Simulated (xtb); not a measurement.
Geometry relaxation of C2H2Cl2Ge (part 2 of 3)

C2H2Cl2Ge; GFN1-xTB, GBSA solvent h2o (xtb 6.7.1). 

Geometry of the input (Å):
```
C  -0.8035  -0.1111  1.9028
C  -0.3065  -0.0332  0.7812
Ge 0.5303  0.0991  -0.8784
Cl -0.6014  -1.0083  -2.3403
Cl 0.6458  2.0119  -1.5199
H  -1.3634  -0.1946  2.7744
H  1.9514  -0.6369  -0.8119
```

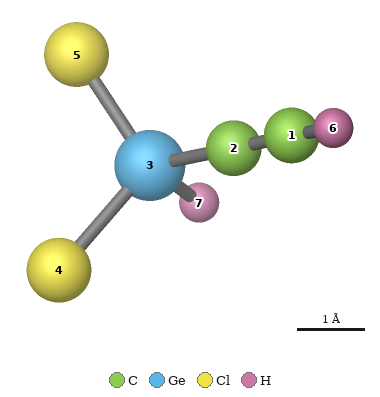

**Figure 1.** The input geometry (ball-and-stick view, seen at a tilt; atoms are numbered from 1 in the order of the input). Sticks mark near contacts.

Output, continued:
```
 iter      E             dE          RMSdq      gap      omega  full diag
   1    -15.6702144 -0.156702E+02  0.395E-01    6.23       0.0  T
   2    -15.6701747  0.396489E-04  0.206E-01    6.26       1.0  T
   3    -15.6698676  0.307133E-03  0.209E-01    6.26       1.0  T
   4    -15.6706237 -0.756124E-03  0.147E-02    6.27       2.6  T
   5    -15.6706246 -0.847622E-06  0.545E-03    6.27       6.9  T
   6    -15.6706246 -0.218789E-07  0.134E-03    6.27      28.3  T
   7    -15.6706246 -0.966423E-08  0.385E-04    6.27      98.1  T
   8    -15.6706246 -0.964778E-09  0.367E-05    6.27    1030.5  T
   9    -15.6706246 -0.508038E-11  0.480E-06    6.27    7882.0  T
     SCC iter.                  ...        0 min,  0.002 sec
     gradient                   ...        0 min,  0.004 sec
 * total energy  :   -15.5143936 Eh     change       -0.9930130E-02 Eh
   gradient norm :     0.0135935 Eh/α   predicted    -0.9360603E-02 (  -5.74%)
   displ. norm   :     0.1657792 α      lambda       -0.1045470E-02
   maximum displ.:     0.1088269 α      in ANC's #3, #6, #2, ...

........................................................................
.............................. CYCLE    3 ..............................
........................................................................

 iter      E             dE          RMSdq      gap      omega  full diag
   1    -15.6712317 -0.156712E+02  0.607E-02    6.24       0.0  T
   2    -15.6712253  0.644968E-05  0.474E-02    6.24       1.0  T
   3    -15.6712372 -0.119379E-04  0.251E-02    6.24       1.5  T
   4    -15.6712466 -0.938315E-05  0.291E-03    6.24      13.0  T
   5    -15.6712466 -0.680257E-08  0.150E-03    6.24      25.2  T
   6    -15.6712466 -0.309903E-09  0.163E-04    6.24     231.8  T
   7    -15.6712466 -0.168509E-09  0.154E-05    6.24    2454.6  T
     SCC iter.                  ...        0 min,  0.002 sec
     gradient                   ...        0 min,  0.004 sec
 * total energy  :   -15.5146809 Eh     change       -0.2872534E-03 Eh
   gradient norm :     0.0089229 Eh/α   predicted    -0.5371006E-03 (  86.98%)
   displ. norm   :     0.0938711 α      lambda       -0.3646446E-03
   maximum displ.:     0.0707428 α      in ANC's #3, #7, #5, ...

........................................................................
.............................. CYCLE    4 ..............................
........................................................................

 iter      E             dE          RMSdq      gap      omega  full diag
   1    -15.6696615 -0.156697E+02  0.306E-02    6.27       0.0  T
   2    -15.6696609  0.636719E-06  0.215E-02    6.27       1.8  T
   3    -15.6696589  0.197317E-05  0.148E-02    6.27       2.6  T
   4    -15.6696635 -0.455839E-05  0.137E-03    6.27      27.6  T
   5    -15.6696635  0.456222E-09  0.392E-04    6.27      96.5  T
   6    -15.6696635 -0.108320E-08  0.816E-05    6.27     463.4  T
   7    -15.6696635 -0.294165E-10  0.591E-06    6.27    6400.1  T
     SCC iter.                  ...        0 min,  0.002 sec
     gradient                   ...        0 min,  0.004 sec
 * total energy  :   -15.5148424 Eh     change       -0.1615262E-03 Eh
   gradient norm :     0.0059681 Eh/α   predicted    -0.1839296E-03 (  13.87%)
   displ. norm   :     0.0550315 α      lambda       -0.1415159E-03
   maximum displ.:     0.0335925 α      in ANC's #6, #5, #7, ...

........................................................................
.............................. CYCLE    5 ..............................
........................................................................

 iter      E             dE          RMSdq      gap      omega  full diag
   1    -15.6697346 -0.156697E+02  0.233E-02    6.29       0.0  T
   2    -15.6697345  0.631327E-07  0.132E-02    6.29       2.9  T
   3    -15.6697323  0.221913E-05  0.123E-02    6.29       3.1  T
   4    -15.6697352 -0.283867E-05  0.853E-04    6.29      44.3  T
   5    -15.6697352 -0.577183E-09  0.429E-04    6.29      88.0  T
   6    -15.6697352 -0.726669E-09  0.605E-05    6.29     624.4  T
   7    -15.6697352 -0.155378E-10  0.684E-06    6.29    5529.7  T
     SCC iter.                  ...        0 min,  0.002 sec
     gradient                   ...        0 min,  0.004 sec
 * total energy  :   -15.5149222 Eh     change       -0.7978953E-04 Eh
   gradient norm :     0.0048509 Eh/α   predicted    -0.7097226E-04 ( -11.05%)
   displ. norm   :     0.0430370 α      lambda       -0.1054416E-03
   maximum displ.:     0.0253036 α      in ANC's #4, #3, #13, ...

........................................................................
.............................. CYCLE    6 ..............................
........................................................................

 iter      E             dE          RMSdq      gap      omega  full diag
   1    -15.6704793 -0.156705E+02  0.731E-03    6.30       0.0  T
   2    -15.6704793 -0.445624E-07  0.367E-03    6.30      10.3  T
   3    -15.6704793  0.403237E-08  0.133E-03    6.30      28.4  T
   4    -15.6704793 -0.110851E-08  0.887E-04    6.30      42.6  T
   5    -15.6704794 -0.121750E-07  0.317E-04    6.30     119.4  T
   6    -15.6704794 -0.627370E-09  0.372E-05    6.30    1016.9  T
   7    -15.6704794 -0.922640E-11  0.123E-06    6.30   30621.4  T
     SCC iter.                  ...        0 min,  0.002 sec
     gradient                   ...        0 min,  0.004 sec
 * total energy  :   -15.5150041 Eh     change       -0.8195358E-04 Eh
   gradient norm :     0.0042260 Eh/α   predicted    -0.5281894E-04 ( -35.55%)
   displ. norm   :     0.0701809 α      lambda       -0.1595731E-03
   maximum displ.:     0.0411497 α      in ANC's #13, #1, #8, ...

........................................................................
.............................. CYCLE    7 ..............................
........................................................................

 iter      E             dE          RMSdq      gap      omega  full diag
   1    -15.6704395 -0.156704E+02  0.704E-03    6.31       0.0  T
   2    -15.6704395  0.945918E-07  0.572E-03    6.31       6.6  T
   3    -15.6704397 -0.220165E-06  0.280E-03    6.31      13.5  T
   4    -15.6704398 -0.911392E-07  0.903E-04    6.31      41.9  T
   5    -15.6704398 -0.236360E-08  0.313E-04    6.31     120.9  T
   6    -15.6704398 -0.135477E-09  0.129E-05    6.31    2921.3  T
   7    -15.6704398 -0.383693E-12  0.148E-06    6.31   25557.0  T
     SCC iter.                  ...        0 min,  0.002 sec
     gradient                   ...        0 min,  0.004 sec
 * total energy  :   -15.5150782 Eh     change       -0.7405053E-04 Eh
   gradient norm :     0.0017703 Eh/α   predicted    -0.8017884E-04 (   8.28%)
   displ. norm   :     0.0437470 α      lambda       -0.2356827E-04
   maximum displ.:     0.0272779 α      in ANC's #4, #3, #2, ...

........................................................................
.............................. CYCLE    8 ..............................
........................................................................

 iter      E             dE          RMSdq      gap      omega  full diag
   1    -15.6706164 -0.156706E+02  0.838E-03    6.31       0.0  T
   2    -15.6706164 -0.104099E-07  0.433E-03    6.31       8.7  T
   3    -15.6706162  0.211147E-06  0.438E-03    6.31       8.6  T
   4    -15.6706165 -0.331406E-06  0.641E-04    6.31      58.9  T
   5    -15.6706165 -0.140593E-09  0.200E-04    6.31     188.7  T
   6    -15.6706165 -0.190449E-09  0.432E-05    6.31     875.6  T
   7    -15.6706165 -0.869882E-11  0.711E-06    6.31    5317.2  T
     SCC iter.                  ...        0 min,  0.002 sec
     gradient                   ...        0 min,  0.004 sec
 * total energy  :   -15.5150860 Eh     change       -0.7843703E-05 Eh
   gradient norm :     0.0015404 Eh/α   predicted    -0.1179421E-04 (  50.37%)
   displ. norm   :     0.0298799 α      lambda       -0.1366851E-04
   maximum displ.:     0.0233262 α      in ANC's #5, #3, #8, ...

........................................................................
.............................. CYCLE    9 ..............................
........................................................................

 iter      E             dE          RMSdq      gap      omega  full diag
   1    -15.6710183 -0.156710E+02  0.848E-03    6.31       0.0  T
   2    -15.6710183 -0.252838E-07  0.392E-03    6.31       9.6  T
   3    -15.6710181  0.180205E-06  0.441E-03    6.31       8.6  T
   4    -15.6710184 -0.300253E-06  0.490E-04    6.31      77.2  T
   5    -15.6710184 -0.920135E-10  0.248E-04    6.31     152.3  T
   6    -15.6710184 -0.315170E-09  0.441E-05    6.31     858.0  T
   7    -15.6710184 -0.228617E-11  0.687E-06    6.31    5500.2  T
     SCC iter.                  ...        0 min,  0.002 sec
     gradient                   ...        0 min,  0.004 sec
 * total energy  :   -15.5150962 Eh     change       -0.1020537E-04 Eh
   gradient norm :     0.0014658 Eh/α   predicted    -0.6837559E-05 ( -33.00%)
   displ. norm   :     0.0313364 α      lambda       -0.1036255E-04
   maximum displ.:     0.0172961 α      in ANC's #4, #1, #8, ...

........................................................................
.............................. CYCLE   10 ..............................
........................................................................

 iter      E             dE          RMSdq      gap      omega  full diag
   1    -15.6706451 -0.156706E+02  0.211E-03    6.31       0.0  T
   2    -15.6706451 -0.408056E-08  0.123E-03    6.31      30.7  T
   3    -15.6706451  0.175645E-08  0.374E-04    6.31     101.0  T
   4    -15.6706451 -0.174214E-09  0.407E-04    6.31      92.8  T
   5    -15.6706451 -0.224362E-08  0.533E-05    6.31     708.8  T
   6    -15.6706451 -0.139284E-10  0.108E-05    6.31    3501.0  T
     SCC iter.                  ...        0 min,  0.001 sec
     gradient                   ...        0 min,  0.004 sec
 * total energy  :   -15.5151027 Eh     change       -0.6456077E-05 Eh
   gradient norm :     0.0014212 Eh/α   predicted    -0.5183105E-05 ( -19.72%)
   displ. norm   :     0.0234696 α      lambda       -0.5290970E-05
   maximum displ.:     0.0127023 α      in ANC's #4, #5, #2, ...

........................................................................
.............................. CYCLE   11 ..............................
........................................................................

 iter      E             dE          RMSdq      gap      omega  full diag
   1    -15.6706470 -0.156706E+02  0.315E-03    6.31       0.0  T
   2    -15.6706470 -0.543213E-08  0.158E-03    6.31      24.0  T
   3    -15.6706470  0.151501E-07  0.968E-04    6.31      39.0  T
   4    -15.6706470 -0.183925E-07  0.195E-04    6.31     194.2  T
   5    -15.6706470 -0.459004E-09  0.658E-05    6.31     574.6  T
     SCC iter.                  ...        0 min,  0.001 sec
     gradient                   ...        0 min,  0.004 sec
 * total energy  :   -15.5151079 Eh     change       -0.5249473E-05 Eh
   gradient norm :     0.0004961 Eh/α   predicted    -0.2646379E-05 ( -49.59%)
   displ. norm   :     0.0255235 α      lambda       -0.2293380E-05
   maximum displ.:     0.0149828 α      in ANC's #4, #2, #8, ...

........................................................................
.............................. CYCLE   12 ..............................
........................................................................

 iter      E             dE          RMSdq      gap      omega  full diag
   1    -15.6707857 -0.156708E+02  0.138E-03    6.31       0.0  T
   2    -15.6707857 -0.861375E-09  0.863E-04    6.31      43.8  T
   3    -15.6707857  0.316111E-08  0.659E-04    6.31      57.4  T
   4    -15.6707857 -0.719707E-08  0.223E-04    6.31     169.5  T
   5    -15.6707857 -0.221458E-09  0.774E-05    6.31     488.6  T
   6    -15.6707857 -0.341771E-11  0.100E-05    6.31    3775.6  T
     SCC iter.                  ...        0 min,  0.001 sec
     gradient                   ...        0 min,  0.004 sec
 * total energy  :   -15.5151093 Eh     change       -0.1403616E-05 Eh
   gradient norm :     0.0002266 Eh/α   predicted    -0.1148156E-05 ( -18.20%)
   displ. norm   :     0.0050324 α      lambda       -0.2552173E-06
   maximum displ.:     0.0039585 α      in ANC's #1, #4, #5, ...

........................................................................
.............................. CYCLE   13 ..............................
........................................................................

 iter      E             dE          RMSdq      gap      omega  full diag
   1    -15.6707191 -0.156707E+02  0.104E-03    6.31       0.0  T
   2    -15.6707191 -0.288030E-08  0.552E-04    6.31      68.5  T
   3    -15.6707191  0.298018E-08  0.443E-04    6.31      85.4  T
   4    -15.6707191 -0.423646E-08  0.124E-04    6.31     305.8  T
   5    -15.6707191 -0.809486E-10  0.400E-05    6.31     944.5  T
     SCC iter.                  ...        0 min,  0.001 sec
     gradient                   ...        0 min,  0.004 sec
 * total energy  :   -15.5151095 Eh     change       -0.1646060E-06 Eh
   gradient norm :     0.0001254 Eh/α   predicted    -0.1288545E-06 ( -21.72%)
   displ. norm   :     0.0033483 α      lambda       -0.7202321E-07
   maximum displ.:     0.0025065 α      in ANC's #1, #4, #8, ...

   *** GEOMETRY OPTIMIZATION CONVERGED AFTER 13 ITERATIONS ***

------------------------------------------------------------------------
 total energy gain   :        -0.0106460 Eh       -6.6805 kcal/mol
 total RMSD          :         0.1178075 a0        0.0623 Å
 total power (kW/mol):        -2.1500874 (step) -243.8345 (real)
------------------------------------------------------------------------
```
